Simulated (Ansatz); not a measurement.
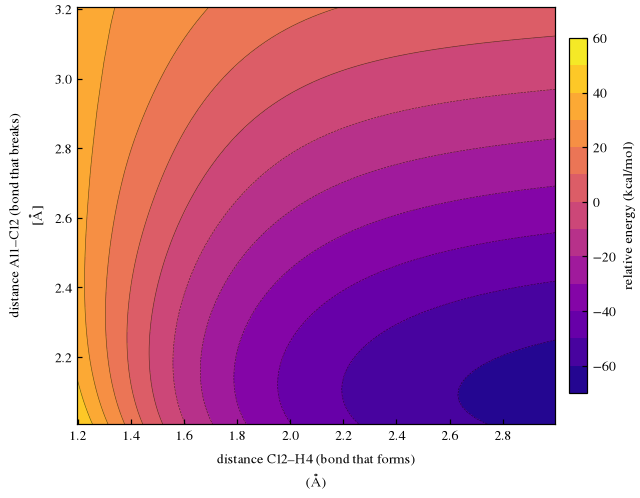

Energy landscape of the reacting system AlCl₂H₂N (fragments AlCl₂H₂N where the first distance is long, AlClHN + ClH where the second is long). 
- Coordinates scanned: (1) distance Cl2–H4 (bond that forms); (2) distance Al1–Cl2 (bond that breaks).
- Relaxed at each point: all other coordinates.
- The scan uses an 11 × 11 grid.
- Points are written as (first, second).
- Energies: kcal/mol, counted from a guessed transition structure relaxed with its forming and breaking bonds held.
- The reference is spin-restricted, so regions where a bond is pulled apart into radicals lie too high.
- Method: RKS PBE0-D4/def2-SVP in Ansatz.

The picture shows filled contours. Between grid points the surface is interpolated. 

Question: What does the map say about the system?

Answer: The lowest grid point is at (2.997 Å, 2.074 Å), −64 kcal/mol from a guessed transition structure relaxed with its forming and breaking bonds held. It lies at the edge of the scanned range, so the true minimum may lie outside. The highest grid point, (1.197 Å, 2.007 Å), lies 115 kcal/mol above the lowest.

The values on the grid:

```tsv
second ↓, first →	1.197	1.298	1.438	1.597	1.770	1.954	2.148	2.350	2.559	2.775	2.997
3.207	39	32	27	23	18	14	11	8	7	6	5
3.059	38	30	25	18	12	7	3	0	−2	−3	−4
2.915	37	28	21	13	5	−1	−6	−9	−11	−12	−14
2.775	36	26	17	7	−2	−9	−14	−18	−20	−22	−24
2.641	35	24	13	1	−9	−17	−23	−27	−30	−32	−34
2.512	34	22	9	−4	−16	−25	−31	−36	−39	−42	−43
2.389	34	21	6	−9	−22	−32	−39	−44	−47	−50	−52
2.273	35	21	4	−13	−27	−37	−45	−50	−54	−57	−59
2.167	39	23	4	−14	−29	−40	−48	−54	−58	−61	−63
2.074	44	27	7	−12	−28	−40	−48	−54	−59	−62	−64
2.007	51	33	11	−9	−25	−37	−46	−53	−57	−60	−63
```

Each point was launched as `ansatz run input.yaml --threads 1 --pin off --max-ram 2560MiB --backend cpu --events-out ev --progress --plain --runs-dir out`. The whole map (121 points run) took 19 min on 1 thread of Arm Neoverse V2 (shared host).
